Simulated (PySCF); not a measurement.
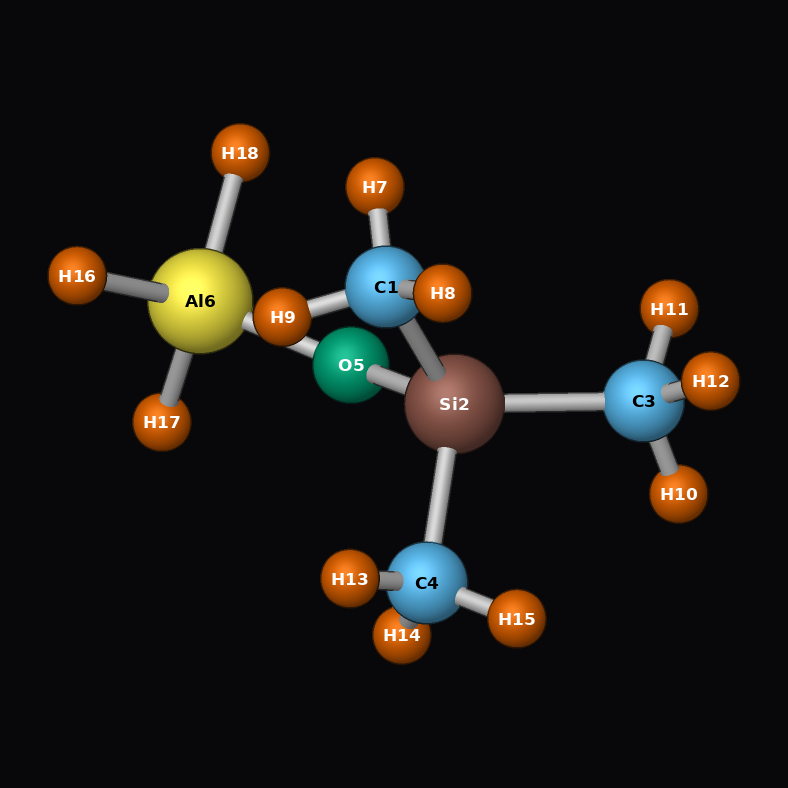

Charge −1, singlet. Geometry: a frame of a GFN2-xTB molecular-dynamics simulation, not a minimum. Level of theory: GIAO PBE0/pcSseg-1 NMR shielding, non-relativistic, gas phase (PySCF 2.14.0). Principal shieldings σ11 ≤ σ22 ≤ σ33, span Ω = σ33 − σ11, skew κ = 3(σiso − σ22)/Ω.

Which C atom has the most anisotropic shielding?

Answer. C1, with a span of 31 ppm.

Give the shielding tensors of the C atoms.

```csv
atom,σ11,σ22,σ33,σiso,Ω,κ
C1,163.3,174.4,194.1,177.3,30.8,0.28
C3,168.2,176.2,192.7,179.0,24.5,0.35
C4,170.4,190.1,196.8,185.7,26.4,−0.50
```

Shieldings and span in ppm.
